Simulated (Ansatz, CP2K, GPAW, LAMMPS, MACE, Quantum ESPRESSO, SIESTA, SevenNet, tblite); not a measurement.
## CP2K runs on liquid 68TiO2-32SiO2 (mol %) at 3000 K (93 atoms)

How do the settings of CP2K change the result for liquid 68TiO2-32SiO2 (mol %) at 3000 K (93 atoms)? A plane-wave run serves as the yardstick.

Program: CP2K 2026.2. Level of theory: the method is named at each step. Results are calculated unless marked as measured.

### 1. Set-up

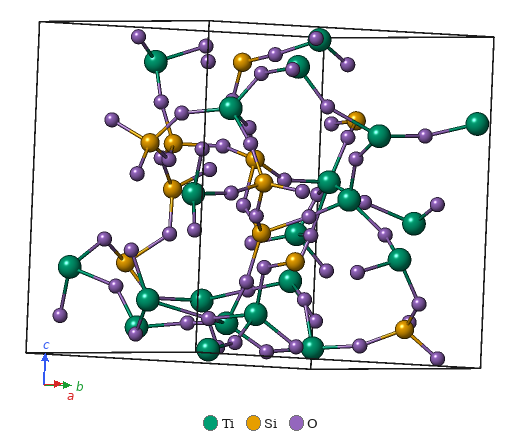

The cell as given, slightly off an axis (titanium teal, silicon orange, oxygen purple). Bonds to atoms that aren't drawn are left out. Some periodic images of atoms are drawn too.

The cell holds 93 atoms: 21 Ti, 10 Si and 62 O. Cell: a = 11.642 Å, b = 11.642 Å, c = 11.642 Å, α = 90.0°, β = 90.0°, γ = 90.0°. 93 atoms (21 Ti, 10 Si, 62 O) placed at random at 3.07 g/cm³, melted at 4000 K for 10 ps at fixed volume with the Morse and Coulomb pair potential with partial charges (Pedone, Malavasi, Menziani, Cormack and Segre, J. Phys. Chem. B 110, 11780 (2006)). Snapshot at the end of a hold of 10 ps at 3000 K and zero pressure.

The yardstick, on the same geometry:

* method: Kohn-Sham DFT, PBE, PAW, plane waves (Ansatz 0.2.0); cutoff 420 eV, Γ point, fermi-dirac smearing of 0.05 eV; PAW set soft_2
* r.m.s. force component: 2.877 eV/Å
* longest force: 11.96 eV/Å
* pressure: 5.426 GPa
* gap (highest filled to lowest empty level): 0.7041 eV
* SCF cycles: 16
* time: 19 s on 8 threads of Arm Neoverse V2, shared host
* CPU time: 2.4 min

### 2. PBE, DZVP-MOLOPT-SR, 800/50 Ry, diagonalisation

Method: Kohn-Sham DFT, PBE, GTH-PBE pseudopotentials, Gaussian and plane waves, DZVP-MOLOPT-SR-GTH, diagonalisation.

input.inp

```
&GLOBAL
  PROJECT cell
  RUN_TYPE ENERGY_FORCE
  PRINT_LEVEL LOW
&END GLOBAL
&FORCE_EVAL
  METHOD QS
  STRESS_TENSOR ANALYTICAL
  &DFT
    BASIS_SET_FILE_NAME BASIS_MOLOPT
    POTENTIAL_FILE_NAME GTH_POTENTIALS
    &MGRID
      CUTOFF 800
      REL_CUTOFF 50
      NGRIDS 5
    &END MGRID
    &QS
      EPS_DEFAULT 1.0E-12
    &END QS
    &SCF
      SCF_GUESS ATOMIC
      EPS_SCF 1.0E-06
      MAX_SCF 200
      ADDED_MOS 14
      &DIAGONALIZATION
        ALGORITHM STANDARD
      &END DIAGONALIZATION
      &SMEAR ON
        METHOD FERMI_DIRAC
        ELECTRONIC_TEMPERATURE [K] 580
      &END SMEAR
      &MIXING
        METHOD BROYDEN_MIXING
        ALPHA 0.3
        NBROYDEN 8
      &END MIXING
      &PRINT
        &RESTART OFF
        &END RESTART
      &END PRINT
    &END SCF
    &XC
      &XC_FUNCTIONAL PBE
      &END XC_FUNCTIONAL
    &END XC
    &PRINT
      &MULLIKEN ON
      &END MULLIKEN
      &LOWDIN ON
      &END LOWDIN
      &HIRSHFELD ON
      &END HIRSHFELD
      &MO ON
        EIGENVALUES T
        OCCUPATION_NUMBERS T
        MO_INDEX_RANGE 321 344
        &EACH
          QS_SCF 0
        &END EACH
        ADD_LAST NUMERIC
      &END MO
    &END PRINT
  &END DFT
  &SUBSYS
    &CELL
      A 11.64156 0.00000 0.00000
      B 0.00000 11.64156 0.00000
      C 0.00000 0.00000 11.64156
    &END CELL
    &COORD
      Ti 6.75408 11.59336 5.09283
      Ti 4.48805 9.40417 6.44931
      Ti 6.53965 0.99617 1.89874
      Ti 1.21538 0.91549 3.06522
      Ti 10.63503 7.72487 7.96818
      Ti 6.10390 4.50039 1.24576
      Ti 9.20824 3.83403 1.52679
      Ti 10.81734 0.99954 0.13958
      Ti 7.08342 3.73624 8.76190
      Ti 3.99131 8.28565 2.91924
      Ti 1.36451 4.00120 10.42246
      Ti 9.74515 4.83241 10.26285
      Ti 2.07697 9.59753 4.63707
      Ti 11.44540 11.22421 8.56667
      Ti 6.76933 7.65456 0.52620
      Ti 0.47521 6.80181 2.17511
      Ti 10.39277 8.90184 3.68549
      Ti 8.23745 8.02790 5.75198
      Ti 9.85388 0.70536 5.59959
      Ti 3.89911 9.13257 11.43469
      Ti 3.82251 2.19408 1.00374
      Si 9.10777 9.98671 1.29023
      Si 0.20349 5.58387 6.02684
      Si 11.60163 3.93392 3.36534
      Si 4.89446 6.11520 7.09006
      Si 6.90368 5.29854 4.45290
      Si 9.02128 4.05417 6.14779
      Si 3.23682 11.15727 8.69531
      Si 2.54554 4.14754 7.55037
      Si 1.04332 7.72476 10.58718
      Si 4.95139 1.76649 7.45886
      O 11.27101 3.70562 10.11209
      O 0.62480 8.65794 4.29108
      O 1.11235 4.52938 7.07574
      O 2.15800 3.81587 9.00021
      O 5.83452 2.48699 8.53315
      O 1.86218 5.72078 11.05552
      O 3.80155 0.85728 8.22243
      O 0.39640 4.79167 2.16917
      O 2.42633 2.61923 11.23096
      O 2.07173 10.88439 3.41435
      O 10.82397 0.41432 7.15711
      O 3.84451 9.46762 1.57173
      O 5.71694 0.83819 6.32276
      O 10.38392 7.21032 3.15626
      O 7.79670 4.49760 10.02047
      O 8.33280 11.57602 5.75733
      O 5.27514 1.30455 0.71561
      O 10.31594 9.81628 2.17127
      O 6.41846 0.30885 3.61505
      O 9.79730 5.18177 0.44622
      O 4.69353 3.74509 1.22818
      O 2.47360 8.19810 10.87566
      O 2.35229 7.54361 2.57616
      O 8.39042 3.82856 7.51684
      O 9.13839 7.70345 7.16759
[... 33 atom lines left out ...]
      O 6.34442 9.78264 5.75279
      O 10.09149 5.88760 8.91173
      O 7.30962 3.04625 1.33925
      O 6.67737 4.90645 2.72133
    &END COORD
    &KIND Ti
      BASIS_SET DZVP-MOLOPT-SR-GTH-q12
      POTENTIAL GTH-PBE-q12
    &END KIND
    &KIND Si
      BASIS_SET DZVP-MOLOPT-SR-GTH-q4
      POTENTIAL GTH-PBE-q4
    &END KIND
    &KIND O
      BASIS_SET DZVP-MOLOPT-SR-GTH-q6
      POTENTIAL GTH-PBE-q6
    &END KIND
  &END SUBSYS
  &PRINT
    &FORCES ON
    &END FORCES
    &STRESS_TENSOR ON
    &END STRESS_TENSOR
  &END PRINT
&END FORCE_EVAL
```

Run with:

```sh
> OMP_NUM_THREADS=1 mpirun -np 4 cp2k.psmp -i input.inp > output.txt
```

Numbers of over 12 decimals in the logs are rounded to 6 here.

What it wrote:

```text
CP2K| version string:                                       CP2K version 2026.2
 CP2K| Input file name                                                 input.inp
 GLOBAL| Basis set file name                                        BASIS_MOLOPT
 GLOBAL| Potential file name                                      GTH_POTENTIALS
 GLOBAL| Run type                                                   ENERGY_FORCE
 GLOBAL| Total number of message passing processes                             4
 GLOBAL| Number of threads for this process                                    1
 TOTAL NUMBERS AND MAXIMUM NUMBERS
  Total number of            - Atomic kinds:                                   3
                             - Atoms:                                         93
                             - Shell sets:                                    93
                             - Shells:                                       528
                             - Primitive Cartesian functions:                476
                             - Cartesian basis functions:                   1659
                             - Spherical basis functions:                   1482
  Maximum angular momentum of- Orbital basis functions:                        3
                             - Local part of the GTH pseudopotential:          2
                             - Non-local part of the GTH pseudopotential:      3
 SCF PARAMETERS         Density guess:                                    ATOMIC
                        max_scf:                                             200
                        eps_scf:                                        1.00E-06
                        added MOs                                        14    0
                        Mixing method:                            BROYDEN_MIXING
                                                charge density mixing in g-space
                        Smear method:                                FERMI_DIRAC
                        Electronic temperature [K]:                        580.0
                        Electronic temperature [a.u.]:                  1.84E-03
                        Accuracy threshold:                             1.00E-10
 Extrapolation method: initial_guess
 Number of electrons:                                                        664
 Number of occupied orbitals:                                                332
 Number of molecular orbitals:                                               346
 Number of orbital functions:                                               1482
 Number of independent orbital functions:                                   1482
 SCF WAVEFUNCTION OPTIMIZATION
  Step     Update method      Time    Convergence         Total energy    Change
     1 NoMix/Diag. 0.30E+00    4.0     2.04365455     -2259.9206667287 -2.26E+03
     2 Broy./Diag. 0.30E+00    4.9     0.51476257     -2182.4919853452  7.74E+01
     3 Broy./Diag. 0.30E+00    4.9     0.22845799     -2246.0964884051 -6.36E+01
     4 Broy./Diag. 0.30E+00    5.0     0.22387333     -2256.6637416123 -1.06E+01
[...]
26 Broy./Diag. 0.30E+00    5.1     0.00000130     -2259.4482615189 -1.29E-05
    27 Broy./Diag. 0.30E+00    5.1     0.00000083     -2259.4482535241  7.99E-06
  *** SCF run converged in    27 steps ***
  Electronic density on regular grids:       -663.9999999999        0.0000000001
  Core density on regular grids:              663.9999999997       -0.0000000003
  Total charge density on r-space grids:       -0.0000000002
  Total charge density g-space grids:          -0.0000000002
  Overlap energy of the core charge distribution:               1.62869e-06
  Self energy of the core charge distribution:              -4922.085422
  Core Hamiltonian energy:                                   1331.267179
  Hartree energy:                                            1716.912204
  Exchange-correlation energy:                               -385.542128
  Electronic entropic energy:                                  -8.78966e-05
  Fermi energy:                                                 0.092382
  Total energy:                                             -2259.448254
  Total energy (extrapolated to T->0):                      -2259.448210
 MO| EIGENVALUES AND OCCUPATION NUMBERS
 MO|
 MO|  Index      Eigenvalue [a.u.]        Eigenvalue [eV]             Occupation
 MO|    321               0.037647               1.024416               2.000000
 MO|    322               0.038940               1.059598               2.000000
 MO|    323               0.041366               1.125621               2.000000
[...]
MO|    343               0.141866               3.860380               0.000000
 MO|    344               0.142217               3.869910               0.000000
 MO| Sum:                                                             664.000000
 MO| E(Fermi):            0.092382 a.u.          2.513844 eV
 !-----------------------------------------------------------------------------!
                     Mulliken Population Analysis
 #  Atom  Element  Kind  Atomic population                           Net charge
       1     Ti       1         10.871129                              1.128871
       2     Ti       1         10.785443                              1.214557
       3     Ti       1         10.767183                              1.232817
[...]
# Total charge                            664.000000                  0.000000
 !-----------------------------------------------------------------------------!
 !-----------------------------------------------------------------------------!
                           Hirshfeld Charges
  #Atom  Element  Kind  Ref Charge     Population                    Net charge
      1       Ti     1      12.000         12.902                        -0.902
      2       Ti     1      12.000         12.757                        -0.757
      3       Ti     1      12.000         12.386                        -0.386
[...]
92       O      3       6.000          5.668                         0.332
     93       O      3       6.000          5.863                         0.137
  Total Charge                                                           -0.000
 !-----------------------------------------------------------------------------!
 LOWDIN POPULATION ANALYSIS
 #  Atom  Element  Kind  Atomic population                           Net charge
[...]
92     O        3          6.437368                             -0.437368
      93     O        3          6.447790                             -0.447790
 # Total charge                            664.000000                  0.000000
 ENERGY| Total FORCE_EVAL ( QS ) energy [hartree]          -2259.448247
 FORCES| Atomic forces [hartree/bohr]
 FORCES|   Atom     x               y               z               |f|
 FORCES|      1 -1.67058337E-02 -8.24784705E-02  2.19449216E-01   2.35031362E-01
 FORCES|      2  1.56809696E-02  7.62507934E-03 -4.51894098E-02   4.84367360E-02
 FORCES|      3  7.86424728E-02 -3.59496758E-02 -3.93330316E-02   9.49952898E-02
[...]
FORCES|     92  2.83256866E-02 -4.39893922E-02  5.95615190E-03   5.26582083E-02
 FORCES|     93  5.13576288E-02  6.83720675E-02  2.17552846E-01   2.33755399E-01
 FORCES| Sum    -1.50948235E-03 -6.28682882E-04 -1.69437330E-03
 FORCES| Total atomic force                                       2.35471443E-03
 STRESS| Analytical stress tensor [bar]
 STRESS|                        x                   y                   z
 STRESS|      x        5.87174210184E+04   2.80612598378E+04   1.25992229752E+04
 STRESS|      y        2.80612598378E+04   1.15250144578E+04   1.96256675571E+03
 STRESS|      z        1.25992229752E+04   1.96256675571E+03   9.50674558911E+04
 STRESS| 1/3 Trace                                             5.51032971224E+04
```

Run time: 2.6 min. Hardware: 4 MPI ranks of Arm Neoverse V2, shared host; peak memory 7.1 GiB; 10 min of CPU time.

Banners, paths, timers and routine set-up lines are dropped from the logs unmarked, and long logs keep their key lines alone; longer cuts are marked.

Compared with the plane-wave run:

* r.m.s. force component: 2.894 eV/Å
* r.m.s. difference of force components: 74.04 meV/Å
* longest difference of force vectors: 282.4 meV/Å
* force difference over r.m.s. force: 2.573 %
* slope of forces against the reference's: 1.005
* correlation of force components: 0.9997
* gap (highest filled to lowest empty level): 0.644 eV
* gap difference: -0.0601 eV
* pressure: 5.51 GPa
* pressure difference: 0.0846 GPa

Length of the force difference by element (eV/Å):

| element | atoms | mean | most |
| --- | --- | --- | --- |
| O | 62 | 0.097 | 0.28 |
| Si | 10 | 0.21 | 0.27 |
| Ti | 21 | 0.11 | 0.24 |

Levels nearest the highest filled one (eV from it): -1.17, -1.13, -1.07, -1.01, -0.95, -0.92, -0.91, -0.87, -0.79, -0.44, -0.30, 0.00, 0.64, 0.88, 1.03, 1.07, 1.15, 1.29, 1.37, 1.44, 1.50, 1.63, 1.67, 1.68.

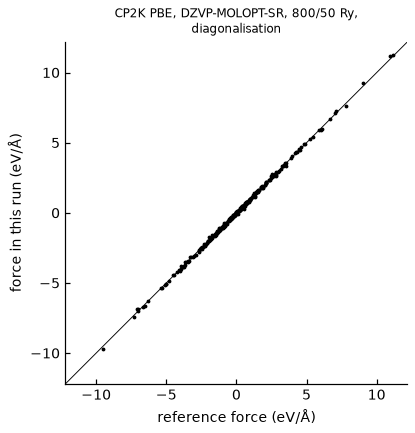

Force components against those of the reference; the line marks equality.

A closer look about O92, whose charge lies farthest from its element's mean: 9 atoms, nearest first, numbered in the order of the input, with positions taken from that point.

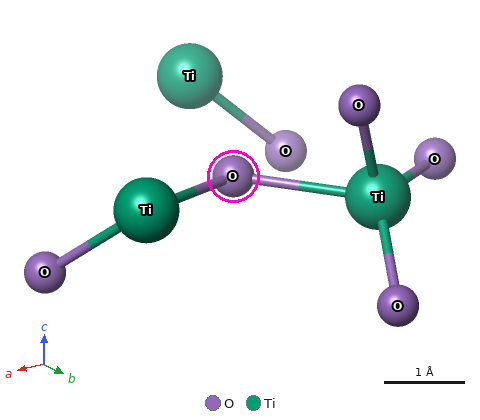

The atoms of the table, within 3.0 Å (arrows a, b, c point along x, y, z); some may hide others; the central atom is ringed.

| atom | x | y | z | distance (Å) | bonds | Mulliken charge (e) | Fx | Fy | Fz (eV/Å) |
| --- | --- | --- | --- | --- | --- | --- | --- | --- | --- |
| O92 | 0.00 | 0.00 | 0.00 | 0.00 | 3 | -0.71 | 1.46 | -2.26 | 0.31 |
| Ti6 | -1.21 | 1.45 | -0.09 | 1.89 | 4 | 0.96 | 4.31 | -0.05 | -3.86 |
| Ti7 | 1.90 | 0.79 | 0.19 | 2.06 | 4 | 1.16 | -0.14 | -0.87 | -1.19 |
| Ti3 | -0.77 | -2.05 | 0.56 | 2.26 | 4 | 1.23 | 4.04 | -1.85 | -2.02 |
| O93 | -0.63 | 1.86 | 1.38 | 2.40 | 2 | -0.48 | 2.64 | 3.52 | 11.19 |
| O52 | -2.62 | 0.70 | -0.11 | 2.71 | 2 | -0.47 | -6.72 | -1.41 | 0.22 |
| O48 | -2.03 | -1.74 | -0.62 | 2.75 | 2 | -0.48 | 3.36 | -3.42 | -0.38 |
| O60 | 2.60 | -0.43 | -0.87 | 2.78 | 2 | -0.50 | -1.09 | -0.16 | 0.19 |
| O87 | -0.59 | 2.77 | -1.03 | 3.01 | 2 | -0.54 | 0.99 | 2.83 | -2.14 |

Forces lie 2.6 % from the reference's, at 4.3 times its CPU time (on 4 against 8 cores).

### 3. PBE, SZV-MOLOPT-SR, 800/50 Ry, diagonalisation

Method: Kohn-Sham DFT, PBE, GTH-PBE pseudopotentials, Gaussian and plane waves, SZV-MOLOPT-SR-GTH, diagonalisation.

Edit input.inp of step 2 so:

```diff
@@ -50,4 +50,2 @@
       &END LOWDIN
-      &HIRSHFELD ON
-      &END HIRSHFELD
       &MO ON
@@ -70,6 +68,31 @@
     &COORD
-[... 93 atom lines left out: the same atoms as in the first run ...]
+      SCALED
+      Ti 0.58017 0.99586 0.43747
+      Ti 0.38552 0.80781 0.55399
+      Ti 0.56175 0.08557 0.16310
+      Ti 0.10440 0.07864 0.26330
+      Ti 0.91354 0.66356 0.68446
+      Ti 0.52432 0.38658 0.10701
+      Ti 0.79098 0.32934 0.13115
+      Ti 0.92920 0.08586 0.01199
+      Ti 0.60846 0.32094 0.75264
+      Ti 0.34285 0.71173 0.25076
+      Ti 0.11721 0.34370 0.89528
+      Ti 0.83710 0.41510 0.88157
+      Ti 0.17841 0.82442 0.39832
+      Ti 0.98315 0.96415 0.73587
+      Ti 0.58148 0.65752 0.04520
+      Ti 0.04082 0.58427 0.18684
+      Ti 0.89273 0.76466 0.31658
+      Ti 0.70759 0.68959 0.49409
+      Ti 0.84644 0.06059 0.48100
+      Ti 0.33493 0.78448 0.98223
+[... 69 atom lines left out ...]
+      O 0.54498 0.84032 0.49416
+      O 0.86685 0.50574 0.76551
+      O 0.62789 0.26167 0.11504
+      O 0.57358 0.42146 0.23376
     &END COORD
     &KIND Ti
-      BASIS_SET DZVP-MOLOPT-SR-GTH-q12
+      BASIS_SET SZV-MOLOPT-SR-GTH-q12
       POTENTIAL GTH-PBE-q12
@@ -77,3 +100,3 @@
     &KIND Si
-      BASIS_SET DZVP-MOLOPT-SR-GTH-q4
+      BASIS_SET SZV-MOLOPT-SR-GTH-q4
       POTENTIAL GTH-PBE-q4
@@ -81,3 +104,3 @@
     &KIND O
-      BASIS_SET DZVP-MOLOPT-SR-GTH-q6
+      BASIS_SET SZV-MOLOPT-SR-GTH-q6
       POTENTIAL GTH-PBE-q6
```

Run with:

```sh
> OMP_NUM_THREADS=2 cp2k.psmp -i input.inp > output.txt
```

What it wrote:

```text
CP2K| version string:                                       CP2K version 2026.2
 CP2K| Input file name                                                 input.inp
 GLOBAL| Basis set file name                                        BASIS_MOLOPT
 GLOBAL| Potential file name                                      GTH_POTENTIALS
[... lines left out ...]
 Number of electrons:                                                        664
[... lines left out ...]
  Step     Update method      Time    Convergence         Total energy    Change
[... lines left out ...]
  *** SCF run converged in    29 steps ***
[... lines left out ...]
  Fermi energy:                                                 0.137723
  Total energy:                                             -2255.198501
  Total energy (extrapolated to T->0):                      -2255.198392
[... lines left out ...]
 MO| E(Fermi):            0.137723 a.u.          3.747629 eV
[... lines left out ...]
 ENERGY| Total FORCE_EVAL ( QS ) energy [hartree]          -2255.198472
[... lines left out ...]
 FORCES|      1 -2.40717106E-02 -9.52859935E-02  2.69744092E-01   2.87090130E-01
 FORCES|      2  2.04471607E-02  5.12163624E-03 -4.61391473E-02   5.07261121E-02
 FORCES|      3  9.18912000E-02 -3.98051145E-02 -3.43330614E-02   1.05864059E-01
[...]
FORCES|     92  2.98587318E-02 -4.39626304E-02  4.18022058E-03   5.33078885E-02
 FORCES|     93  4.51790248E-02  6.42455338E-02  1.88593804E-01   2.04294532E-01
 FORCES| Sum    -2.22583791E-03  1.93195442E-06 -2.33108176E-03
 FORCES| Total atomic force                                       3.22308863E-03
 STRESS| Analytical stress tensor [bar]
 STRESS|                        x                   y                   z
 STRESS|      x        1.47237894683E+05   3.10386810866E+04   1.93233901572E+04
 STRESS|      y        3.10386810866E+04   7.75323655878E+04  -2.18307913981E+03
 STRESS|      z        1.93233901572E+04  -2.18307913981E+03   1.86654660718E+05
 STRESS| 1/3 Trace                                             1.37141640330E+05
```

Elapsed: 3.4 min, on 2 threads; peak memory 5.4 GiB; 5.8 min of CPU time.

Numbers from this run, and their distance from the reference:

```
r.m.s. force component                           : 3.671 eV/Å
r.m.s. difference of force components            : 1298 meV/Å
longest difference of force vectors              : 5643 meV/Å
force difference over r.m.s. force               : 45.11 %
slope of forces against the reference's          : 1.212
correlation of force components                  : 0.95
gap (highest filled to lowest empty level) : 0.5673 eV
gap difference                                   : -0.1368 eV
pressure                                         : 13.71 GPa
pressure difference                              : 8.289 GPa
```

This is a coarse setting, run to see what it loses.

Against the first run (2.6 %), the force difference from the reference is 45 %, at 0.57 times the CPU time (on 2 against 4 cores), with 498 basis functions against 1482: the smaller basis costs accuracy.

[end of part 1 of 2]

[Also dropped from logs without a mark: logging warnings of Python, and SIESTA's first energy breakdown and zero terms.]

[Logs are printed without paths, hosts, clocks, repeated set-up lines and the standing remarks that a program may print on its own settings, such as how far it seeks lower states.]

[Hosts, paths, dates, database ids (printed as entryN), source tags and the programs' standing remarks are cut or masked in the printed files.]
